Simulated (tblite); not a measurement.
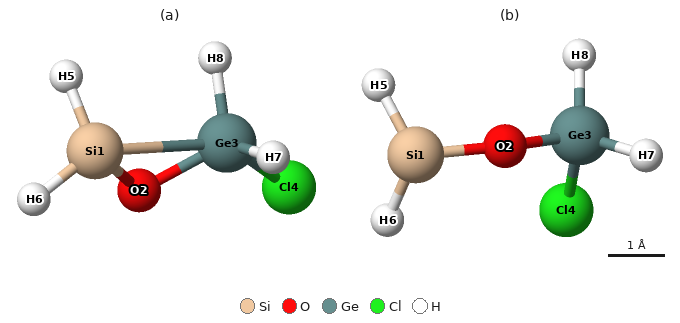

The structure of GeSiH$_{4}$OCl (multiplicity 2) before (left) and after (right) a relaxation, at one scale.

The picture is a ball-and-stick view, seen at a tilt.

Theory: tblite 0.8.0, GFN2-xTB geometry optimisation, gas phase. 

Q: What changed between the two?

A: After 57 geometry steps the energy has fallen by 0.515 eV. The largest move after the best rigid fit is that of O2, 1.45 Å. Largest moves by element: O 1.45 Å, Cl 1.22 Å, H 1.20 Å, Si 0.35 Å, Ge 0.30 Å. Near-neighbour distances that change, for instance: Si1–Ge3 2.781 → 3.249 Å, Si1–O2 1.732 → 1.629 Å, Ge3–Cl4 2.179 → 2.090 Å, O2–Ge3 1.785 → 1.727 Å. Among the angles between lasting bonds that change: Si1–O2–Ge3 104.5° → 151.0°, O2–Ge3–H7 110.1° → 103.4°, H7–Ge3–H8 109.8° → 114.5°. Groups turn about Si1–O2 by about 140°, O2–Ge3 by about 135°.
